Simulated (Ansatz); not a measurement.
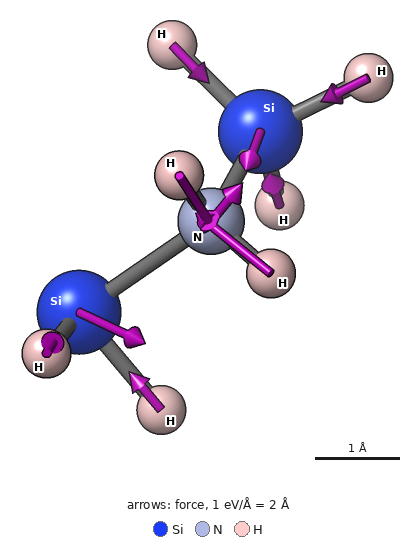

Starting geometry of Si$_{2}$NH$_{7}$ with the computed forces as purple arrows. Style: ball-and-stick. Shown from a free direction.

It is one of the separated reactants of a reaction.

Method: RKS PBE0-D4/def2-TZVP in Ansatz. Settings: force threshold 0.005 eV/Å; at most 200 steps.

### Is this structure relaxed? If not, where do the atoms go?

It isn't relaxed: the largest force vector, on an H atom, is 0.65 eV/Å. The final displacements follow the starting forces only in part (cosine between the two patterns 0.32). An H atom moves most after the best rigid fit: 0.10 Å. Largest moves by element: H 0.10 Å, Si 0.05 Å, N 0.03 Å. Among the contacts that change: N–Si 2.089 → 2.041 Å, N–Si 1.824 → 1.792 Å, H–Si 1.547 → 1.524 Å, H–Si 1.508 → 1.488 Å. The energy falls by 4.65 kJ/mol in 10 geometry steps. The largest force component goes from 0.56 to 0.0044 eV/Å.
